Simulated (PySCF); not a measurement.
C6H14OSi2

Input file:

```
{"job": {"kind": "nmr", "xc": "PBE0", "basis": "pcSseg-1"}, "charge": 0, "multiplicity": 1}
C      3.733463    -0.164068     1.552560
C      2.643768    -0.412260     0.636632
C      1.728850    -0.625298    -0.120572
Si     0.298376    -0.882053    -1.267874
C     -0.997347     0.486305    -0.945021
Si    -2.172934     0.703938    -2.431587
C     -1.825183     0.291051     0.329992
C     -1.029457     0.332352     1.643058
O     -0.470628    -0.903005     2.014328
H      3.341097     0.192589     2.505027
H      4.402951     0.590520     1.139702
H      4.295413    -1.082282     1.722681
H      0.818196    -0.771855    -2.636352
H     -0.275492    -2.211188    -1.024523
H     -0.448112     1.429745    -0.836023
H     -3.101371     1.804777    -2.153501
H     -1.398638     1.019366    -3.633694
H     -2.938581    -0.525495    -2.648197
H     -2.580344     1.080778     0.385352
H     -2.355158    -0.663308     0.290917
H     -1.707609     0.591495     2.461910
H     -0.252326     1.107725     1.581433
H      0.286314    -1.089907     1.443832
```

Launched as:

```sh
OMP_NUM_THREADS=1 python probes_run.py task.json out
```

Geometry: GFN2-xTB.

Method: PBE0/pcSseg-1, SCF density, gas phase, non-relativistic (PySCF 2.14.0).

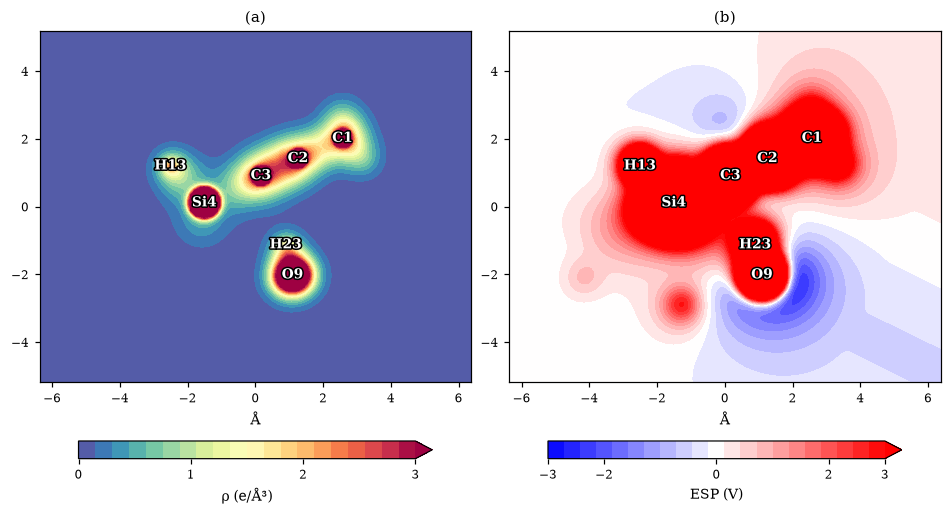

Figure 1. (a) total electron density; (b) electrostatic potential on the plane of atoms C3, Si4 and H13.

Read the bonding off the picture.

Answer. Atoms in the plane: C, Si, O and H.
C–C (1.21 Å): ρ is about 2.7 e/Å³ halfway.
C–Si (1.85 Å): ρ is about 0.91 e/Å³ halfway.
O–H (0.97 Å): ρ at the midpoint is about 3.7 e/Å³.
Si–H (1.47 Å): the density is about 0.8 e/Å³ at the midpoint.
Outside the dense part of the molecule the potential is most negative (−2.4 V) near O9.

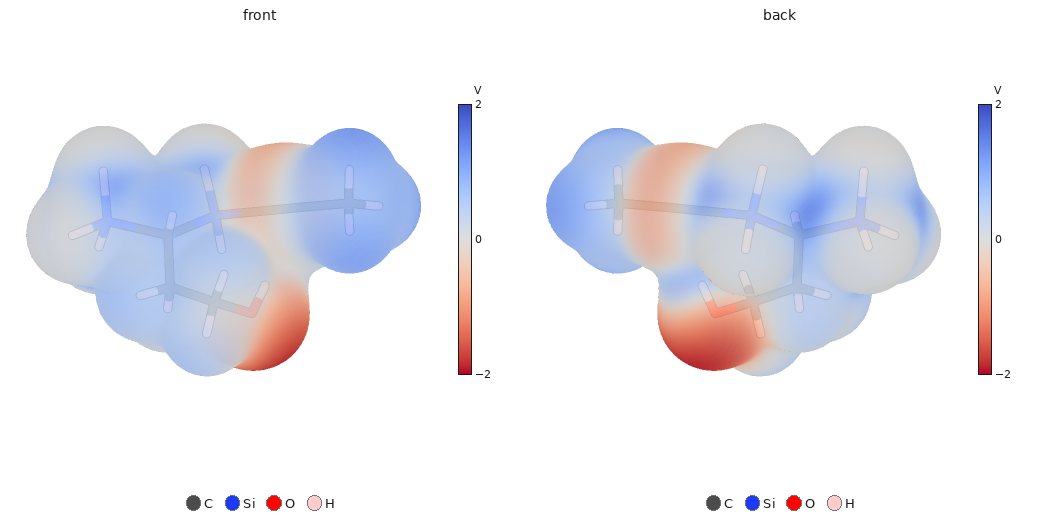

Figure 2. The electrostatic potential painted on the density surface at 0.002 e/bohr³, seen from the front and from behind; red is negative and blue positive.

Where is the surface potential most negative and most positive?

Answer. The most negative region (about −1.8 V) lies over O9, the most positive (about +1.2 V) over Si4 and Si6. O9 is the likeliest acceptor of a hydrogen bond.
